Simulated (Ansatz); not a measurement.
AlGeH₆OF: nudged elastic band (part 1 of 2)

AlGeH₆OF, computed with RKS BHLYP-D4/def2-SVP (Ansatz 0.2.0).

It belongs to a series of runs on one base structure; here: band between the two ends.

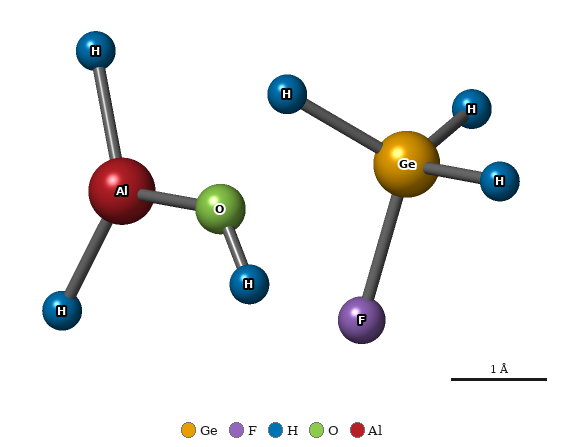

*The structure as given in the input (ball-and-stick view, seen at a tilt). Sticks mark near contacts.*

Bond lengths as drawn: Al–H 1.57 Å, Al–O 1.69 Å, F–Ge 1.75 Å, Ge–H 1.52 to 1.53 Å and H–O 0.96 Å.

### Input
```yaml
crystal:
  periodic: [false, false, false]
  atoms:
    - { symbol: Ge, position_ang: [0.53875, 0.379095, -0.139247] }
    - { symbol: F, position_ang: [0.261035, -0.571812, 1.309415] }
    - { symbol: H, position_ang: [2.027553, 0.72216, -0.064767] }
    - { symbol: H, position_ang: [-0.332449, 1.621483, -0.033309] }
    - { symbol: H, position_ang: [0.227459, -0.515339, -1.32916] }
    - { symbol: O, position_ang: [-2.238047, -0.699587, 0.422903] }
    - { symbol: Al, position_ang: [-3.868546, -1.133519, 0.317914] }
    - { symbol: H, position_ang: [-4.525723, -2.043137, 1.420932] }
    - { symbol: H, position_ang: [-4.648141, -0.577809, -0.92391] }
    - { symbol: H, position_ang: [-1.580392, -0.919737, 1.081529] }
basis:
  gaussian: { orbitals: def2-SVP }
hamiltonian:
  xc: { name: BHLYP }
  dispersion: d4
neb:
  order_check: false
  images: 8
  f_tol: 0.05
  max_iterations: 42
  climbing: false
  final_atoms:
    - { symbol: Ge, position_ang: [-0.22165316, 0.076163, -0.5341999] }
    - { symbol: F, position_ang: [-0.57354272, 0.17014156, 2.57282815] }
    - { symbol: H, position_ang: [0.94319972, -0.79078136, -0.06885346] }
    - { symbol: H, position_ang: [-0.01202976, 1.55299099, -0.21904317] }
    - { symbol: H, position_ang: [-0.50891495, -0.13750572, -2.02449986] }
    - { symbol: O, position_ang: [-1.67673035, -0.45844865, 0.35552918] }
    - { symbol: Al, position_ang: [-3.21549735, -1.15152863, 0.09977596] }
    - { symbol: H, position_ang: [-3.63774607, -1.49067912, -1.37558561] }
    - { symbol: H, position_ang: [-4.09680436, -1.3973874, 1.37082237] }
    - { symbol: H, position_ang: [-1.13878201, -0.11116667, 1.88552635] }
  initial_path:
    images:
      - { positions_ang: [[0.53875, 0.379095, -0.139247], [0.261035, -0.571812, 1.309415], [2.027553, 0.72216, -0.064767], [-0.332449, 1.621483, -0.033309], [0.227459, -0.515339, -1.32916], [-2.238047, -0.699587, 0.422903], [-3.868546, -1.133519, 0.317914], [-4.525723, -2.043137, 1.420932], [-4.648141, -0.577809, -0.92391], [-1.580392, -0.919737, 1.081529]] }
      - { positions_ang: [[0.41636778, 0.3002057, -0.11582671], [0.22831103, -0.50267462, 1.4566853], [1.89138125, 0.58286453, -0.19160958], [-0.42754473, 1.56101816, -0.09727802], [0.00254799, -0.65752848, -1.18384015], [-2.17005343, -0.55876491, 0.49209049], [-3.74148843, -1.08588306, 0.24153037], [-4.20236403, -2.10195658, 0.94965586], [-4.66392721, -0.5112889, -0.72260319], [-1.47173122, -0.76419385, 1.23349562]] }
      - { positions_ang: [[0.29398556, 0.22131641, -0.09240641], [0.19558707, -0.43353724, 1.60395561], [1.75520949, 0.44356906, -0.31845217], [-0.52264046, 1.50055332, -0.16124705], [-0.22236301, -0.79971796, -1.03852029], [-2.10205986, -0.41794282, 0.56127799], [-3.61443085, -1.03824713, 0.16514675], [-3.87900507, -2.16077615, 0.47837972], [-4.67971342, -0.4447688, -0.52129638], [-1.36307045, -0.60865069, 1.38546223]] }
      - { positions_ang: [[0.17160334, 0.14242711, -0.06898612], [0.1628631, -0.36439986, 1.75122591], [1.61903774, 0.30427359, -0.44529475], [-0.61773619, 1.44008849, -0.22521607], [-0.44727402, -0.94190744, -0.89320044], [-2.03406628, -0.27712073, 0.63046548], [-3.48737328, -0.99061119, 0.08876312], [-3.5556461, -2.21959573, 0.00710359], [-4.69549963, -0.37824871, -0.31998957], [-1.25440967, -0.45310754, 1.53742885]] }
      - { positions_ang: [[0.04922112, 0.06353781, -0.04556583], [0.13013913, -0.29526249, 1.89849622], [1.48286598, 0.16497812, -0.57213733], [-0.71283192, 1.37962365, -0.28918509], [-0.67218503, -1.08409692, -0.74788058], [-1.96607271, -0.13629864, 0.69965297], [-3.3603157, -0.94297525, 0.0123795], [-3.23228714, -2.2784153, -0.46417255], [-4.71128584, -0.31172861, -0.11868276], [-1.1457489, -0.29756438, 1.68939546]] }
      - { positions_ang: [[-0.03526812, 0.0298787, -0.08944949], [0.03740827, -0.2128232, 2.03887545], [1.36238229, -0.00312647, -0.57259138], [-0.67722978, 1.37201343, -0.30982222], [-0.75400436, -1.04211544, -0.82514057], [-1.90370419, -0.10950549, 0.69216699], [-3.28775474, -0.94497632, -0.01185806], [-3.13362304, -2.2170311, -0.77489673], [-4.65002621, -0.40279287, 0.1362875], [-1.09668112, -0.20772323, 1.7787285]] }
      - { positions_ang: [[-0.08186438, 0.04144977, -0.20063709], [-0.11532948, -0.11708201, 2.17236363], [1.25758665, -0.20004019, -0.4466569], [-0.51092978, 1.41725782, -0.28712746], [-0.692732, -0.81596301, -1.12498039], [-1.84696073, -0.19674128, 0.60800754], [-3.26969039, -0.9966144, 0.01605044], [-3.25965379, -2.0354431, -0.92506895], [-4.51172075, -0.65144151, 0.44492122], [-1.10720634, -0.18358409, 1.80542796]] }
      - { positions_ang: [[-0.12846064, 0.05302085, -0.31182469], [-0.26806722, -0.02134082, 2.3058518], [1.15279101, -0.39695391, -0.32072242], [-0.34462977, 1.46250221, -0.2644327], [-0.63145965, -0.58981058, -1.42482021], [-1.79021727, -0.28397707, 0.52384809], [-3.25162605, -1.04825248, 0.04395895], [-3.38568455, -1.85385511, -1.07524117], [-4.37341528, -0.90009014, 0.75355494], [-1.11773156, -0.15944495, 1.83212743]] }
      - { positions_ang: [[-0.1750569, 0.06459192, -0.4230123], [-0.42080497, 0.07440037, 2.43933997], [1.04799537, -0.59386763, -0.19478794], [-0.17832977, 1.5077466, -0.24173794], [-0.5701873, -0.36365815, -1.72466003], [-1.73347381, -0.37121286, 0.43968863], [-3.2335617, -1.09989055, 0.07186746], [-3.51171531, -1.67226711, -1.22541339], [-4.23510982, -1.14873877, 1.06218866], [-1.12825679, -0.13530581, 1.85882689]] }
      - { positions_ang: [[-0.22165316, 0.076163, -0.5341999], [-0.57354272, 0.17014156, 2.57282815], [0.94319972, -0.79078136, -0.06885346], [-0.01202976, 1.55299099, -0.21904317], [-0.50891495, -0.13750572, -2.02449986], [-1.67673035, -0.45844865, 0.35552918], [-3.21549735, -1.15152863, 0.09977596], [-3.63774607, -1.49067912, -1.37558561], [-4.09680436, -1.3973874, 1.37082237], [-1.13878201, -0.11116667, 1.88552635]] }
```

Run on 2 threads of Arm Neoverse V2, 24 GiB of memory available, shared host.

Launched with:
```bash
ansatz run input.yaml --threads 2 --pin off --max-ram 3072MiB --backend cpu --events-out ev --progress --plain --runs-dir out
```

### Log
```
Engine: ansatz 0.2.0, aarch64-unknown-linux-gnu
Functional definition: BHLYP
  parameter a = 0.5
  exchange = (1 - a)*b88_x + a*exact_x
  correlation = lyp_c
1122 factors; integrals over basis functions are off by at most 4.2e-4 eV
mean field evaluation 1: about -67958.0966 eV, gradient 5.3e1 eV
mean field evaluation 2: about -67954.3062 eV, gradient 7.0e1 eV
mean field evaluation 4: about -67962.9052 eV, gradient 2.8e0 eV
mean field evaluation 8: about -67962.9485 eV, gradient 6.2e-2 eV
mean field -67962.94853262 eV, -2497.5922916329 hartree, gradient 2.1e-5 eV, S^2 0.000000; 0 other end points of the search recorded, 0 dependent functions left out
the calculation of the forces begins
reference -67962.94874193 eV, -2497.5922993247 hartree; 34, 34 occupied and 74, 74 virtual orbitals, 1122 factors
1123 factors; integrals over basis functions are off by at most 1.0e-3 eV
mean field evaluation 16: about -67958.4085 eV, gradient 5.2e1 eV
mean field -67962.83744023 eV, -2497.5882090627 hartree, gradient 1.2e-5 eV, S^2 0.000000; 0 other end points of the search recorded, 0 dependent functions left out
[... from here on the field's lines of each further geometry are left out, up to the last ...]
NEB iter   1: max|band force component| = 1.158e1 eV/Å  barrier→ = 3.3744 eV  barrier← = 3.3053 eV  Δτ_max = 0.2000 Å  (259 SCF iters)
NEB iter   2: max|band force component| = 4.956e0 eV/Å  barrier→ = 1.7580 eV  barrier← = 1.6890 eV  Δτ_max = 0.2000 Å  (247 SCF iters)
NEB iter   3: max|band force component| = 4.905e0 eV/Å  barrier→ = 1.4388 eV  barrier← = 1.3698 eV  Δτ_max = 0.1735 Å  (248 SCF iters)
NEB iter   4: max|band force component| = 1.628e0 eV/Å  barrier→ = 1.3536 eV  barrier← = 1.2846 eV  Δτ_max = 0.1480 Å  (236 SCF iters)
NEB iter   5: max|band force component| = 1.067e0 eV/Å  barrier→ = 1.2078 eV  barrier← = 1.1388 eV  Δτ_max = 0.2000 Å  (237 SCF iters)
NEB iter   6: max|band force component| = 1.925e0 eV/Å  barrier→ = 0.9499 eV  barrier← = 0.8809 eV  Δτ_max = 0.0996 Å  (238 SCF iters)
NEB iter   7: max|band force component| = 5.921e-1 eV/Å  barrier→ = 0.8824 eV  barrier← = 0.8134 eV  Δτ_max = 0.2000 Å  (234 SCF iters)
NEB iter   8: max|band force component| = 1.154e0 eV/Å  barrier→ = 1.2156 eV  barrier← = 1.1466 eV  Δτ_max = 0.1008 Å  (238 SCF iters)
NEB iter   9: max|band force component| = 5.541e-1 eV/Å  barrier→ = 1.3461 eV  barrier← = 1.2771 eV  Δτ_max = 0.2000 Å  (236 SCF iters)
NEB iter  10: max|band force component| = 2.724e0 eV/Å  barrier→ = 1.5039 eV  barrier← = 1.4349 eV  Δτ_max = 0.1007 Å  (244 SCF iters)
NEB iter  11: max|band force component| = 2.537e0 eV/Å  barrier→ = 1.2044 eV  barrier← = 1.1354 eV  Δτ_max = 0.1002 Å  (238 SCF iters)
NEB iter  12: max|band force component| = 3.294e0 eV/Å  barrier→ = 0.9592 eV  barrier← = 0.8902 eV  Δτ_max = 0.0502 Å  (239 SCF iters)
NEB iter  13: max|band force component| = 9.143e-1 eV/Å  barrier→ = 0.8009 eV  barrier← = 0.7319 eV  Δτ_max = 0.1007 Å  (243 SCF iters)
NEB iter  14: max|band force component| = 6.044e-1 eV/Å  barrier→ = 0.8135 eV  barrier← = 0.7445 eV  Δτ_max = 0.0768 Å  (241 SCF iters)
NEB iter  15: max|band force component| = 4.637e-1 eV/Å  barrier→ = 0.7659 eV  barrier← = 0.6969 eV  Δτ_max = 0.1004 Å  (232 SCF iters)
NEB iter  16: max|band force component| = 4.958e-1 eV/Å  barrier→ = 0.6922 eV  barrier← = 0.6232 eV  Δτ_max = 0.0503 Å  (235 SCF iters)
NEB iter  17: max|band force component| = 3.889e-1 eV/Å  barrier→ = 0.6564 eV  barrier← = 0.5874 eV  Δτ_max = 0.0502 Å  (234 SCF iters)
NEB iter  18: max|band force component| = 2.542e-1 eV/Å  barrier→ = 0.6331 eV  barrier← = 0.5641 eV  Δτ_max = 0.0501 Å  (234 SCF iters)
NEB iter  19: max|band force component| = 1.334e-1 eV/Å  barrier→ = 0.6359 eV  barrier← = 0.5669 eV  Δτ_max = 0.0501 Å  (235 SCF iters)
NEB iter  20: max|band force component| = 1.058e-1 eV/Å  barrier→ = 0.6417 eV  barrier← = 0.5727 eV  Δτ_max = 0.0501 Å  (235 SCF iters)
NEB iter  21: max|band force component| = 1.660e-1 eV/Å  barrier→ = 0.6315 eV  barrier← = 0.5625 eV  Δτ_max = 0.0250 Å  (235 SCF iters)
NEB iter  22: max|band force component| = 1.674e-1 eV/Å  barrier→ = 0.6242 eV  barrier← = 0.5552 eV  Δτ_max = 0.0125 Å  (233 SCF iters)
NEB iter  23: max|band force component| = 1.059e-1 eV/Å  barrier→ = 0.6187 eV  barrier← = 0.5497 eV  Δτ_max = 0.0125 Å  (193 SCF iters)
NEB iter  24: max|band force component| = 5.079e-2 eV/Å  barrier→ = 0.6137 eV  barrier← = 0.5447 eV  Δτ_max = 0.0253 Å  (200 SCF iters)
NEB iter  25: max|band force component| = 1.415e-1 eV/Å  barrier→ = 0.6002 eV  barrier← = 0.5312 eV  Δτ_max = 0.0125 Å  (238 SCF iters)
NEB iter  26: max|band force component| = 8.395e-2 eV/Å  barrier→ = 0.5924 eV  barrier← = 0.5234 eV  Δτ_max = 0.0125 Å  (217 SCF iters)
NEB iter  27: max|band force component| = 6.762e-2 eV/Å  barrier→ = 0.5849 eV  barrier← = 0.5159 eV  Δτ_max = 0.0063 Å  (212 SCF iters)
NEB iter  28: max|band force component| = 5.443e-2 eV/Å  barrier→ = 0.5801 eV  barrier← = 0.5111 eV  Δτ_max = 0.0063 Å  (184 SCF iters)
NEB iter  29: max|band force component| = 5.447e-2 eV/Å  barrier→ = 0.5748 eV  barrier← = 0.5058 eV  Δτ_max = 0.0125 Å  (184 SCF iters)
NEB iter  30: max|band force component| = 6.103e-2 eV/Å  barrier→ = 0.5662 eV  barrier← = 0.4972 eV  Δτ_max = 0.0125 Å  (193 SCF iters)
NEB iter  31: max|band force component| = 5.296e-2 eV/Å  barrier→ = 0.5613 eV  barrier← = 0.4923 eV  Δτ_max = 0.0125 Å  (196 SCF iters)
NEB iter  32: max|band force component| = 6.180e-2 eV/Å  barrier→ = 0.5558 eV  barrier← = 0.4868 eV  Δτ_max = 0.0126 Å  (194 SCF iters)
NEB iter  33: max|band force component| = 7.265e-2 eV/Å  barrier→ = 0.5521 eV  barrier← = 0.4831 eV  Δτ_max = 0.0063 Å  (203 SCF iters)
the calculation of the forces begins
reference -67962.80256331 eV, -2497.5869273594 hartree; 34, 34 occupied and 74, 74 virtual orbitals, 1122 factors
1124 factors; integrals over basis functions are off by at most 1.1e-3 eV
mean field evaluation 1984: about -67962.2097 eV, gradient 8.0e0 eV
mean field -67962.35137345 eV, -2497.5703464380 hartree, gradient 1.4e-5 eV, S^2 0.000000; 1 other end points of the search recorded, 0 dependent functions left out
the calculation of the forces begins
reference -67962.35156643 eV, -2497.5703535299 hartree; 34, 34 occupied and 74, 74 virtual orbitals, 1124 factors
NEB iter  34: max|band force component| = 3.964e-2 eV/Å  barrier→ = 0.5511 eV  barrier← = 0.4821 eV  Δτ_max = 0.0000 Å  (402 SCF iters)
```
